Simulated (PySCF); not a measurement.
```
atom    x (Å)    y (Å)    z (Å)
   C  -2.4018  -1.2475   0.6402
   C  -1.5637  -0.4132   0.4214
  Si  -0.2575   0.8346   0.0278
  Si   1.8560  -0.0743  -0.2187
  Br  -0.9654   1.7330  -1.9218
   H  -3.1410  -1.9696   0.8388
   H  -0.4559   1.9475   0.9584
   H   1.8903  -1.0495  -1.3075
   H   2.2154  -0.7366   1.0357
   H   2.8324   0.9802  -0.4967
```

Geometry: GFN2-xTB.

Theory: wB97X-D/def2-SVPD, SCF density, gas phase (PySCF 2.14.0).

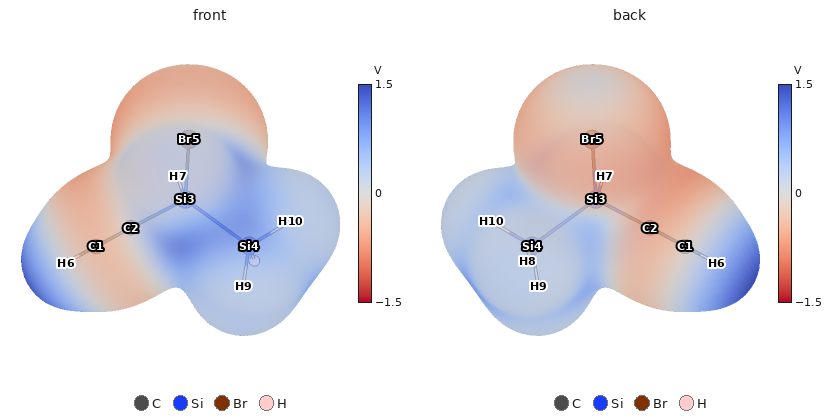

C2H5BrSi2. The electrostatic potential painted on the density surface at 0.001 e/bohr³, seen from the front and from behind; red is negative and blue positive.

Where is the surface potential most negative and most positive?

Answer. The most negative region (about −0.8 V) lies over C1, C2 and Br5, the most positive (about +1.4 V) over H6.
